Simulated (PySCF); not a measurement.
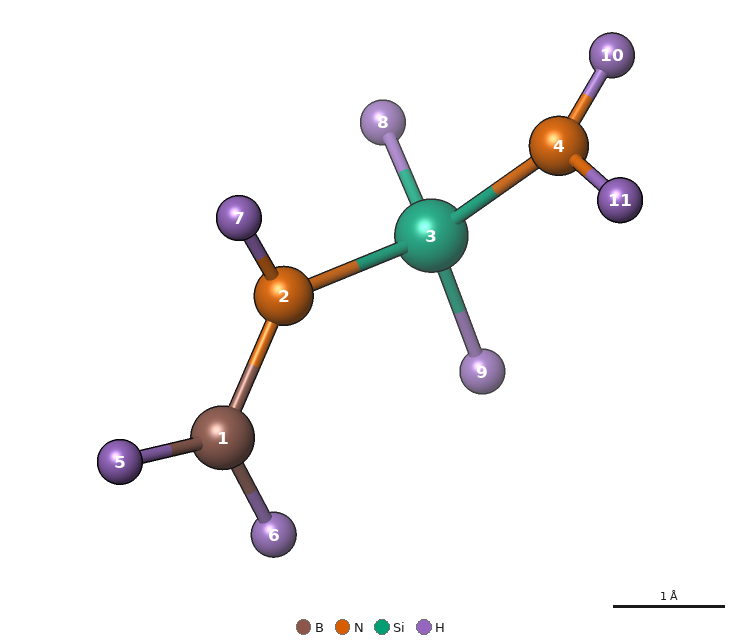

Orthographic view. Distant atoms are faded towards the background colour. The geometry was computed by an optimisation with PBE0-D3(BJ)/def2-SVP. No frequency run is at hand to confirm it as a minimum.

Write a MOL file (V2000) with the atoms in numerical order, bonds sorted by atom number with the orders drawn, and coordinates in the frame of the picture: x right, y up, z towards the viewer, origin at the mean position.

```
BH7N2Si
                    3D

 11 10  0  0  0  0  0  0  0  0999 V2000
   -1.4600   -1.4300    0.3900 B   0  0  0  0  0  0  0  0  0  0  0  0
   -0.9100   -0.1400    0.3300 N   0  0  0  0  0  0  0  0  0  0  0  0
    0.4300    0.4000   -0.6800 Si  0  0  0  0  0  4  0  0  0  0  0  0
    1.5800    1.2100    0.3100 N   0  0  0  0  0  0  0  0  0  0  0  0
   -2.4000   -1.6500    1.1300 H   0  0  0  0  0  0  0  0  0  0  0  0
   -1.0000   -2.3100   -0.3100 H   0  0  0  0  0  0  0  0  0  0  0  0
   -1.3200    0.5600    0.9400 H   0  0  0  0  0  0  0  0  0  0  0  0
   -0.0100    1.4300   -1.6700 H   0  0  0  0  0  0  0  0  0  0  0  0
    0.8900   -0.8300   -1.3800 H   0  0  0  0  0  0  0  0  0  0  0  0
    2.0600    2.0400   -0.0400 H   0  0  0  0  0  0  0  0  0  0  0  0
    2.1400    0.7200    1.0000 H   0  0  0  0  0  0  0  0  0  0  0  0
  1  2  1  0
  1  5  1  0
  1  6  1  0
  2  3  1  0
  2  7  1  0
  3  4  1  0
  3  8  1  0
  3  9  1  0
  4 10  1  0
  4 11  1  0
M  END
```
